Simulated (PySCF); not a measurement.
# MP2/cc-pVDZ run of [HO2]− (hydroperoxide(1-))

Aim: the vertical singlet–triplet gap of [HO2]− (hydroperoxide(1-)) at MP2/cc-pVDZ, from 2 runs. Input form: a Python script.

Program for the calculation: PySCF 2.14.0.

## Step 1: The system as given

[HO2]−: 3 atoms, total charge -1, spin state singlet. As SMILES, `[O-]O`. The shape is that of a GFN2-xTB optimisation.

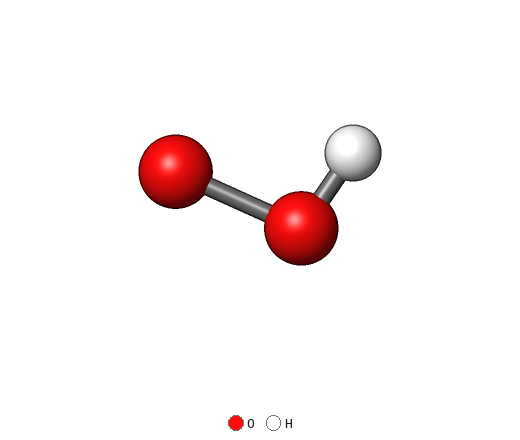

The structure, seen from a chosen angle (oxygen red, hydrogen white).

## Step 2: The energy at MP2/cc-pVDZ

Contents of calc.py:

```python
# hydroperoxide(1-)
from pyscf import gto, scf, mp

mol = gto.M(
    atom='O -0.355040 1.013280 -0.080710; O -0.244450 -0.436620 -0.180910; H 0.599490 -0.576670 0.261620',
    max_memory=1860,
    basis='cc-pvdz',
    spin=0,
    charge=-1,
    verbose=3,
)

mf = scf.RHF(mol)
mf.conv_tol = 1e-10
mf.kernel()
if not mf.converged:
    mf = mf.newton().run(mf.mo_coeff, mf.mo_occ)

pt = mp.MP2(mf, frozen=2).run()
energy = pt.e_tot
print('Final energy', energy)
```

Started as:

```console
$ OMP_NUM_THREADS=1 python calc.py
```

Standard output:

```text
converged SCF energy = -150.139708462478
E(RMP2) = -150.511708199137  E_corr = -0.371999736658855
E(SCS-RMP2) = -150.50230536559  E_corr = -0.362596903111581
Final energy -150.51170819913682
```

Run time: 0.92 s. Hardware: 1 thread of Intel Xeon Platinum 8259CL at 2.50GHz (Skylake/Cascade Lake), shared host; peak memory 0.12 GiB.

## Step 3: The triplet

Contents of input.py:

```python
from pyscf import gto, mp

mol = gto.Mole()
mol.atom = '''
O     -0.355040     1.013280    -0.080710
O     -0.244450    -0.436620    -0.180910
H      0.599490    -0.576670     0.261620
'''
mol.charge = -1
mol.verbose = 3
mol.basis = 'cc-pvdz'
mol.max_memory = 1860
mol.spin = 2
mol.build()

calc0 = mol.UHF()
calc0.conv_tol = 1e-10
calc0.kernel()
if not calc0.converged:
    calc0 = calc0.newton().run(calc0.mo_coeff, calc0.mo_occ)

pt = mp.MP2(calc0, frozen=2).run()
energy = pt.e_tot
print(f'total energy: {energy:.8f} hartree')
```

Started as:

```console
$ OMP_NUM_THREADS=1 python input.py
```

Standard output:

```text
WARN: HOMO 0.000273714613991061 >= LUMO -0.307212485935957

converged SCF energy = -150.028879533809  <S^2> = 2.0215807  2S+1 = 3.0143528
E(UMP2) = -150.374482265431  E_corr = -0.345602731621881
E(SCS-UMP2) = -150.360215810892  E_corr = -0.331336277083084
total energy: -150.37448227 hartree
```

It took 0.84 s on 1 thread of Intel Xeon Platinum 8259CL at 2.50GHz (Skylake/Cascade Lake), shared host; peak memory 0.12 GiB.

## Step 4: Summary of results

Level: MP2/cc-pVDZ, 2 core orbitals frozen.

| quantity | value |
| --- | --- |
| singlet: total energy | -150.51171 Eh |
| singlet: HOMO energy (Hartree–Fock orbitals) | -1.49 eV |
| singlet: LUMO energy (Hartree–Fock orbitals) | 11.98 eV |
| singlet: HOMO–LUMO gap (to an unbound level, set by the basis) | 13.46 eV |
| singlet: correlation energy (2 core orbitals frozen) | -372.0 mEh |
| triplet: total energy | -150.37448 Eh |
| triplet: HOMO energy (Hartree–Fock orbitals) (highest over α and β) | 2.48 eV |
| triplet: LUMO energy (Hartree–Fock orbitals) (lowest over α and β) | 12.86 eV |
| triplet: correlation energy (2 core orbitals frozen) | -345.6 mEh |
| triplet: ⟨S²⟩ of the reference determinant | 2.022 |
| vertical energy of the triplet above the singlet | 3.734 eV |

**Reading.** At this shape the triplet lies 3.73 eV (360 kJ/mol) above the singlet. For an anion a state so high probably lies above electron detachment. The HOMO (triplet) lies at positive energy, 2.48 eV: the electron is unbound at this level or held by a compact basis; values depend on the basis.
